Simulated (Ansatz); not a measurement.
| atom | x (Å) | y (Å) | z (Å) |
| --- | --- | --- | --- |
| Zr | -0.6118 | 0.0628 | -0.4260 |
| Cl | -0.2253 | -1.1292 | 3.0742 |
| F | 1.0992 | 0.7626 | 0.0709 |
| F | -1.0736 | 0.8200 | -2.1193 |
| O | -0.5683 | -1.8318 | -0.6725 |
| H | -0.5179 | -2.7885 | -0.6201 |
| O | -2.0298 | 0.6471 | 0.8978 |
| H | -2.9493 | 0.9247 | 0.9586 |
| H | -1.2110 | -0.3050 | 2.7074 |

Core potentials replace the inner electrons of Zr; not at a stationary point (largest force 1.4 eV/Å).

Computed with Ansatz, RKS B3LYP-D4/def2-SVP.

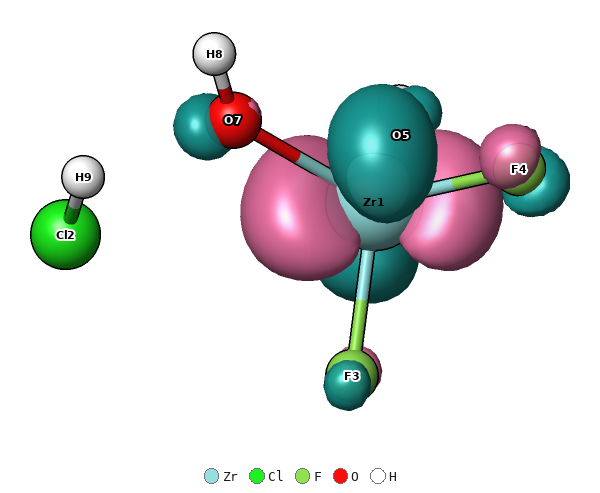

F2H2O2Zr···HCl. The LUMO at ±0.2 Å⁻³ᐟ² (teal and pink are the two phases), seen from one side.

Describe this orbital and give its energy.

Answer. It lies mainly on Zr1 (about 75 %), F4 (about 10 %) and O7 (about 5 %). Its energy is −0.82 eV.
